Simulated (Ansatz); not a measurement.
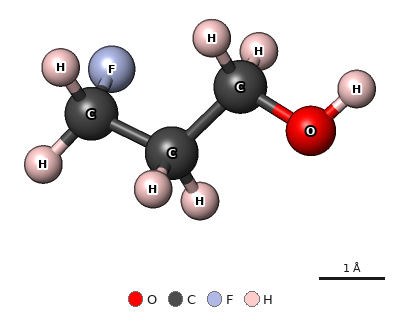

Starting structure of C$_{3}$H$_{7}$FO. Style: ball-and-stick. Shown from a free direction.

The start comes from PBE-D4/def2-SVP.

Computed with RKS PBE0-D4/def2-TZVP (Ansatz 0.2.0).

Input
```yaml
crystal:
  periodic: [false, false, false]
  atoms:
    - {symbol: O, position_ang: [-1.158639, -0.831792, 1.676082]}
    - {symbol: C, position_ang: [-0.862404, -0.425850, 0.352050]}
    - {symbol: C, position_ang: [0.561103, 0.115685, 0.328898]}
    - {symbol: C, position_ang: [1.013385, 0.560170, -1.048870]}
    - {symbol: F, position_ang: [0.182189, 1.565394, -1.537272]}
    - {symbol: H, position_ang: [-2.096484, -1.090865, 1.700292]}
    - {symbol: H, position_ang: [-1.552105, 0.373433, -0.011952]}
    - {symbol: H, position_ang: [-0.941817, -1.274335, -0.376958]}
    - {symbol: H, position_ang: [1.254755, -0.671587, 0.695835]}
    - {symbol: H, position_ang: [0.635991, 0.963079, 1.043237]}
    - {symbol: H, position_ang: [0.985935, -0.289113, -1.771101]}
    - {symbol: H, position_ang: [2.055090, 0.950680, -1.016242]}
basis:
  gaussian: {orbitals: def2-TZVP}
hamiltonian: {xc: pbe0, dispersion: d4}
relax: {f_tol: 0.005, max_steps: 150}
```

Command:
```bash
ansatz run in.yaml --threads 4 --pin off --events-out ev --progress --plain --max-ram 10444MiB
```

**Predict the outcome.**

Over 5 geometry steps the energy falls by 1.20 kcal/mol. Largest force component: 0.65 eV/Å at the start, 0.0037 eV/Å at the end. The largest move after the best rigid fit is that of F5, 0.058 Å. Largest moves by element: F 0.058 Å, H 0.057 Å, O 0.019 Å, C 0.017 Å. Near-neighbour distances that change, for instance: C2–H7 1.117 → 1.097 Å, C3–H10 1.111 → 1.094 Å, C3–H9 1.112 → 1.095 Å, O1–H6 0.973 → 0.959 Å.

Step by step:

| step | E − E(0), kcal/mol | largest force component, eV/Å |
| --- | --- | --- |
| 0 | 0.00 | 0.6536 |
| 1 | -1.08 | 0.2305 |
| 2 | -1.19 | 0.0418 |
| 3 | -1.20 | 0.0123 |
| 4 | -1.20 | 0.0103 |
| 5 | -1.20 | 0.0037 |

Final geometry:

```xyz
12

O    -1.1543   -0.8272    1.6580
C    -0.8540   -0.4257    0.3369
C     0.5536    0.1246    0.3297
C     1.0120    0.5498   -1.0396
F     0.2282    1.5925   -1.5135
H    -2.0745   -1.0958    1.6951
H    -1.5523    0.3441   -0.0134
H    -0.9193   -1.2767   -0.3577
H     1.2402   -0.6443    0.6999
H     0.6170    0.9714    1.0190
H     0.9332   -0.2691   -1.7631
H     2.0472    0.9012   -1.0173
```

After the run, drawn alike:

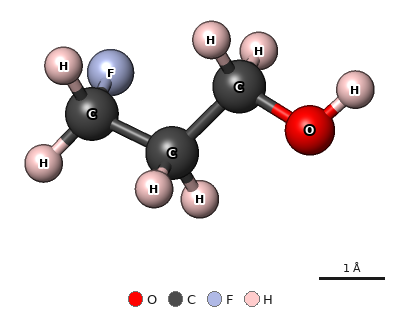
